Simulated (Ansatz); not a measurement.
**SiH₃F₃ (built from SMILES F[SiH](F)F.[H][H]): a short trajectory**

Aim: follow the atoms for 40 steps of 0.5 fs at constant energy, with velocities drawn for 500 K, and see to which side of the barrier the system falls.

Computed with Ansatz 0.2.0, Gaussian basis. Level: revPBE-D4/def2-SVP.

1 further run of the same task is left out (it didn't finish).

### Step 1. The starting structure

The start, a first-order saddle point found at PBE0-D4 in triple zeta: 7 atoms, charge 0, spin multiplicity 1.

Atoms are counted from 1 here; the program's logs count them from 0.

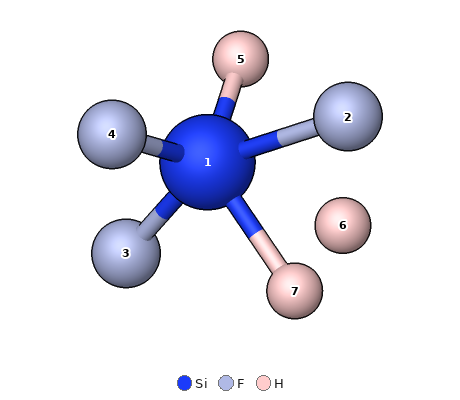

The starting geometry (silicon blue, fluorine light blue, hydrogen pink); atoms are numbered from 1 in the order of the file.

Coordinates:

| atom | x (Å) | y (Å) | z (Å) |
| --- | --- | --- | --- |
| Si1 | -0.1652 | 0.3461 | -0.1821 |
| F2 | 1.3571 | -0.2920 | 0.7546 |
| F3 | -1.5113 | 0.2109 | -1.0388 |
| F4 | -0.6511 | 1.1466 | 1.0874 |
| H5 | 0.7245 | 1.0065 | -1.1356 |
| H6 | 0.5574 | -1.1211 | 0.4783 |
| H7 | -0.3113 | -1.2970 | 0.0362 |

### Step 2. The run

md/in.yaml

```yaml
crystal:
  periodic: [false, false, false]
  atoms:
    - {symbol: Si, position_ang: [-0.165235, 0.346114, -0.182085]}
    - {symbol: F, position_ang: [1.357086, -0.292028, 0.754632]}
    - {symbol: F, position_ang: [-1.511308, 0.210870, -1.038836]}
    - {symbol: F, position_ang: [-0.651080, 1.146603, 1.087402]}
    - {symbol: H, position_ang: [0.724475, 1.006515, -1.135616]}
    - {symbol: H, position_ang: [0.557354, -1.121100, 0.478280]}
    - {symbol: H, position_ang: [-0.311292, -1.296973, 0.036224]}
basis:
  gaussian: {orbitals: def2-SVP}
hamiltonian: {xc: {name: revPBE}, dispersion: d4}
md: {n_steps: 40, timestep: 0.5, temperature: 500, ensemble: nve, seed: 613, initial_velocities: maxwell_boltzmann}
```

Run with:

```bash
$ ansatz run in.yaml --threads 2 --pin off --events-out ev --progress --plain --max-ram 4352MiB
```

Q: Predict the outcome of this session. Wanted: temperature at the start; mean temperature, second half; lowest and highest potential energy, from the first frame; largest change of potential + kinetic.

As calculated:

| quantity | value |
| --- | --- |
| length | 40 steps, 20.0 fs |
| temperature at the start | 500 K |
| mean temperature, second half | 939 K |
| lowest and highest potential energy, from the first frame | -446 and 108 meV |
| largest change of potential + kinetic | 1.1 meV |

By the last frame it has moved towards the side where Si1–H7, F2–H6 form. The system runs downhill by 0.45 eV, and that energy turns into motion. With no thermostat the total energy should stay fixed; it holds within 1.1 meV, small beside the kinetic energy, so the time step serves. With 7 atoms the instant temperature spans 335 to 1190 K.
